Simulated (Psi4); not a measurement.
# Si2H5Cl (SMILES [SiH3][SiH2]Cl) at M06-2X/cc-pVDZ

What is the vertical singlet–triplet gap of Si2H5Cl at M06-2X/cc-pVDZ? 

The results are computed with Psi4 1.11.

2 further runs of the same task are left out: 2 set aside as unsound or not needed.

## Step 1: The system as given

Si2H5Cl: 8 atoms, total charge 0, spin state singlet. As SMILES, `[SiH3][SiH2]Cl`. The coordinates come from a PBE0-D4/def2-TZVP relaxation.

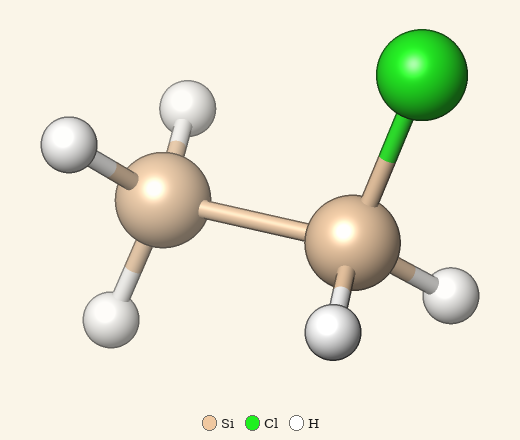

The structure, seen from a chosen angle (silicon light orange, chlorine green, hydrogen white).

## Step 2: A single-point energy at M06-2X/cc-pVDZ

Contents of job.py:

```python
import psi4

psi4.set_memory(2200000000)
psi4.set_num_threads(1)
psi4.core.set_output_file('run.log', False)

molecule = psi4.geometry("""
0 1
Si    -0.706500     0.881800    -0.390300
Si     0.573400    -0.938800     0.325900
Cl     2.431600    -0.252900     0.908000
H     -2.053000     0.410100    -0.813000
H     -0.034300     1.540700    -1.540000
H     -0.854500     1.855700     0.722100
H     -0.041800    -1.622800     1.491400
H      0.777200    -1.930900    -0.759900
units angstrom
symmetry c1
no_reorient
no_com
""")

psi4.set_options({
    'basis': 'cc-pVDZ',
    'puream': True,
    'e_convergence': 1e-09,
    'd_convergence': 1e-08,
    'scf_type': 'pk',
    'dft_radial_points': 99,
    'dft_spherical_points': 590,
})

E, wfn = psi4.energy('m06-2x', molecule=molecule, return_wfn=True)
psi4.oeprop(wfn, 'MAYER_INDICES', 'LOWDIN_CHARGES', 'WIBERG_LOWDIN_INDICES', title='M06-2X')
print('E =', round(E, 9))
```

The run is started by

```bash
$ python job.py
```

run.log:

```text
[...]
  Running in c1 symmetry.
[...]
  Nuclear repulsion =  191.508261788930213
[...]
  Multiplicity = 1
[...]
  Nalpha       = 25
  Nbeta        = 25
[...]
    Number of basis functions: 79
[...]
   @RKS iter   1: -1042.11851516513912   -3.49714e-01   2.28943e-03 DIIS/ADIIS
[...]
   @RKS iter  10: -1042.14397085971814   -6.59384e-12   5.81473e-09 DIIS
[...]
    Orbital Energies [Eh]
    ---------------------
    Doubly Occupied:
       1A   -102.651737     2A    -67.064275     3A    -67.029376
       4A     -9.799000     5A     -7.518878     6A     -7.514246
       7A     -7.514244     8A     -5.594326     9A     -5.563741
      10A     -3.903926    11A     -3.901109    12A     -3.901106
      13A     -3.871655    14A     -3.871448    15A     -3.871359
      16A     -0.921296    17A     -0.649922    18A     -0.584148
      19A     -0.451123    20A     -0.449168    21A     -0.416928
      22A     -0.411427    23A     -0.408340    24A     -0.371444
      25A     -0.338256
[...]
  @RKS Final Energy: -1042.14397085971814
   => Energetics <=
    Nuclear Repulsion Energy =            191.5082617889302128
    One-Electron Energy =               -1822.5822231483791711
    Two-Electron Energy =                 623.0047341045469693
    DFT Exchange-Correlation Energy =     -34.0747436048160708
    Empirical Dispersion Energy =           0.0000000000000000
    VV10 Nonlocal Energy =                  0.0000000000000000
    Total Energy =                      -1042.1439708597181379
[...]
 Multipole Moments:
 ------------------------------------------------------------------------------------
     Multipole            Electronic (a.u.)      Nuclear  (a.u.)        Total (a.u.)
 ------------------------------------------------------------------------------------
 L = 1.  Multiply by 2.5417464519 to convert [e a0] to [Debye]
 Dipole X            :        -71.0037911           70.4251794           -0.5786117
 Dipole Y            :          9.0506507           -9.1547782           -0.1041275
 Dipole Z            :        -25.9622718           25.7664157           -0.1958561
 Magnitude           :                                                    0.6196722
[...]
```

On the terminal:

```text
E = -1042.14397086
```

Wall time 46 s (1 thread of Intel Xeon Platinum 8488C (Sapphire Rapids), shared host); peak memory 1.5 GiB.

## Step 3: The triplet: energy and forces at UM06-2X/cc-pVDZ

Contents of input.in:

```
memory 2200 MB

molecule {
  0 3
  Si
  Si 1 R2
  Cl 2 R3 1 A3
  H 1 R4 2 A4 3 D4
  H 1 R5 4 A5 2 D5
  H 1 R6 5 A6 4 D6
  H 2 R7 3 A7 1 D7
  H 2 R8 7 A8 3 D8

  R2 = 2.337877
  R3 = 2.064511
  A3 = 108.68745
  R4 = 1.488032
  A4 = 109.60638
  D4 = -179.90149
  R5 = 1.485871
  A5 = 109.27714
  D5 = 120.06502
  R6 = 1.485873
  A6 = 109.49243
  D6 = -119.66988
  R7 = 1.484829
  A7 = 107.737
  D7 = -121.39253
  R8 = 1.484843
  A8 = 108.84859
  D8 = 116.56042
  units angstrom
  symmetry c1
}

set {
  basis                cc-pVDZ
  reference            uks
  puream               true
  e_convergence        1e-09
  d_convergence        1e-08
  scf_type             pk
  dft_radial_points    99
  dft_spherical_points 590
  maxiter              100
}

e, wfn = gradient("m06-2x", return_wfn=True)
oeprop(wfn, "LOWDIN_CHARGES", "MAYER_INDICES", "MULLIKEN_CHARGES", title="M06-2X")
print_variables()
```

The run is started by

```bash
$ psi4 -n 1 input.in input.out
```

input.out, cut to the lines that bear on the results:

```text
[...]
  Running in c1 symmetry.
[...]
  Nuclear repulsion =  191.508280446537668
[...]
  Multiplicity = 3
[...]
  Nalpha       = 26
  Nbeta        = 24
[...]
    Number of basis functions: 79
[...]
   @UKS iter   1: -1041.89431979678602   -1.25519e-01   2.15823e-03 DIIS/ADIIS
[...]
   @UKS iter  15: -1041.92313520189350   -2.18279e-11   9.39377e-09 DIIS
[...]
   @S^2 Observed:                2.004122576E+00
[...]
  @UKS Final Energy: -1041.92313520189350
   => Energetics <=
    Nuclear Repulsion Energy =            191.5082804465376682
    One-Electron Energy =               -1821.7187586146656031
    Two-Electron Energy =                 622.3414711513967177
    DFT Exchange-Correlation Energy =     -34.0541281851620923
    Empirical Dispersion Energy =           0.0000000000000000
    VV10 Nonlocal Energy =                  0.0000000000000000
    Total Energy =                      -1041.9231352018935013
[...]
 Multipole Moments:
 ------------------------------------------------------------------------------------
     Multipole            Electronic (a.u.)      Nuclear  (a.u.)        Total (a.u.)
 ------------------------------------------------------------------------------------
 L = 1.  Multiply by 2.5417464519 to convert [e a0] to [Debye]
 Dipole X            :          0.0021370           -0.0016957            0.0004413
 Dipole Y            :         -5.4600698            5.7064028            0.2463330
 Dipole Z            :          5.1280994           -5.6203767           -0.4922773
 Magnitude           :                                                    0.5504699
[...]
  -Total Gradient:
     Atom            X                  Y                   Z
    ------   -----------------  -----------------  -----------------
       1        0.000062582464    -0.007780354286     0.015976297296
       2        0.000050108050    -0.043703157479    -0.010554432809
       3       -0.000012409816     0.052137096317    -0.022773683917
       4       -0.000057280442    -0.007040791318     0.010841500990
       5        0.005045592055    -0.000250790445    -0.005114101561
       6       -0.005077646952    -0.000235140109    -0.005069584821
       7       -0.006355977549     0.003422337860     0.008343107958
       8        0.006346369248     0.003435719512     0.008340261726
[...]
  Mulliken Charges: (a.u.)
   Center  Symbol    Alpha    Beta     Spin     Total
       1    SI     7.19808  6.63381  0.56427  0.16810
[...]
```

Wall time 2 min (1 thread of Intel Xeon Platinum 8488C (Sapphire Rapids), shared host); peak memory 1.5 GiB.

## Step 4: Outcome

Level: M06-2X/cc-pVDZ.

```
                                        quantity           value
                           singlet: total energy  -1042.14397 Eh
                          singlet: dipole moment          1.58 D
                            singlet: HOMO energy        -9.20 eV
                            singlet: LUMO energy         0.50 eV
                          singlet: HOMO–LUMO gap         9.71 eV
                           triplet: total energy  -1041.92314 Eh
                          triplet: dipole moment          1.40 D
     triplet: HOMO energy (highest over α and β)        -3.23 eV
                                   triplet: ⟨S²⟩           2.004
               triplet: largest force on an atom      2.926 eV/Å
vertical energy of the triplet above the singlet        6.009 eV
```

**Reading.** At this shape the triplet lies 6.01 eV (580 kJ/mol) above the singlet. Mulliken charges (triplet) run from -0.09 on Cl3 to +0.17 on Si1; they depend strongly on the basis.
